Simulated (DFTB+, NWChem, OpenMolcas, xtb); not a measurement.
PNH4 (SMILES N=[PH3]): the dipole moment, rung by rung

The species is PNH4 (6 atoms), meant as a singlet with charge 0. As SMILES, `N=[PH3]`. Geometry: relaxed at GFN2-xTB.

Each level gives the dipole moment (D). The values are calculated.

```json
{"level": "DFTB1", "kind": "semi-empirical", "program": "DFTB+", "value (D)": "2.93", "CPU time": "under 2 s"}
{"level": "DFTB2", "kind": "semi-empirical", "program": "DFTB+", "value (D)": "0.96", "CPU time": "under 2 s"}
{"level": "DFTB3-D3(BJ)", "kind": "semi-empirical", "program": "DFTB+", "value (D)": "1.10", "CPU time": "under 2 s"}
{"level": "GFN0-xTB", "kind": "semi-empirical", "program": "xtb", "value (D)": "4.77", "CPU time": "under 2 s"}
{"level": "HF/STO-3G", "kind": "Hartree–Fock", "program": "OpenMolcas", "value (D)": "3.83", "CPU time": "1.6 s"}
{"level": "SVWN5/STO-3G", "kind": "LDA", "program": "OpenMolcas", "value (D)": "2.91", "CPU time": "4.2 s"}
{"level": "PBE/STO-3G", "kind": "GGA", "program": "OpenMolcas", "value (D)": "2.78", "CPU time": "5.1 s"}
{"level": "HCTH/93/x2c-TZVPall-2c (DKH3)", "kind": "GGA", "program": "NWChem", "value (D)": "2.61", "CPU time": "59 s"}
{"level": "r2SCAN/STO-3G", "kind": "meta-GGA", "program": "OpenMolcas", "value (D)": "2.92", "CPU time": "6.2 s"}
{"level": "rSCAN-D3(BJ)/SBKJC-VDZ (core potential)", "kind": "meta-GGA", "program": "NWChem", "value (D)": "3.74", "CPU time": "3.6 s"}
```

The values span 0.96 to 4.77 D. Magnitudes only: a small dipole may point the other way at some levels. Sets without polarisation functions give poor dipoles. Times are those of the runs behind each value, whatever else they computed, on shared processors of several kinds: orders of magnitude only.

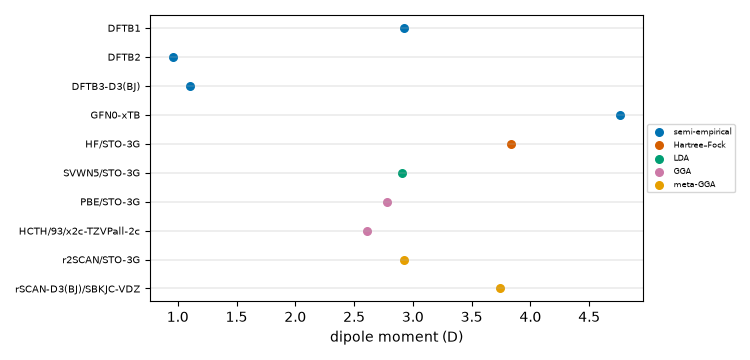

The values of the table, level by level.
